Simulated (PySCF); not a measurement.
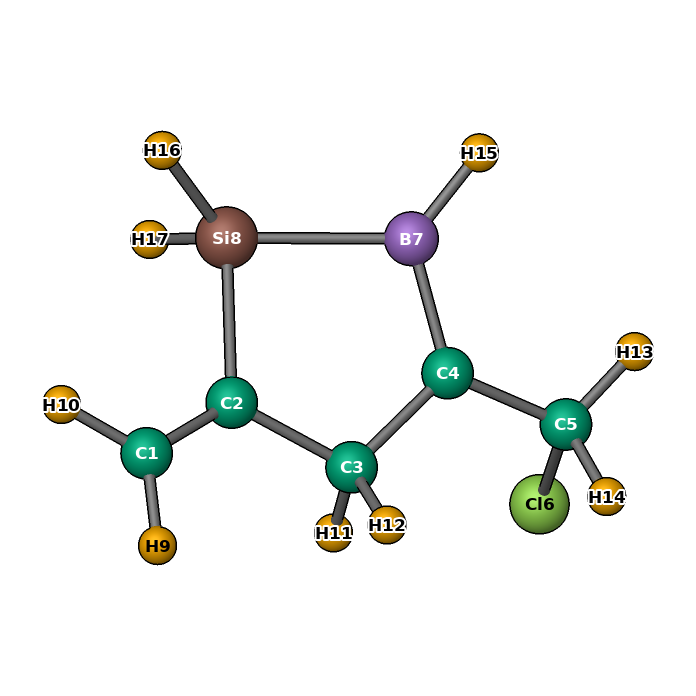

The questions are on Mulliken spin populations. State: neutral, doublet. Computed geometry: GFN2-xTB optimisation. No frequency run is at hand to confirm it as a minimum. Method: UKS B3LYP, pcH-1 on B C Cl H Si, non-relativistic (PySCF 2.14.0).

Question: Which atom carries the largest spin population?

Answer: C4 (0.67 e).

Question: Which atom has the lowest spin population?

Answer: C3 (−0.06 e); a negative value comes from spin polarisation.

List the Mulliken spin populations.

```
atom  value (e)
  C1      −0.01
  C2       0.02
  C3      −0.06
  C4       0.67
  C5      −0.05
 Cl6       0.05
  B7       0.24
 Si8       0.01
  H9       0.00
 H10       0.00
 H11       0.04
 H12       0.03
 H13       0.00
 H14       0.03
 H15       0.01
 H16       0.02
 H17       0.00
```

Mulliken values depend strongly on the basis set. The geometry is semi-empirical. Around B, Si such bond lengths and angles can be off by a tenth of an ångström or more and by several degrees, and values that hang on the shape move with them.
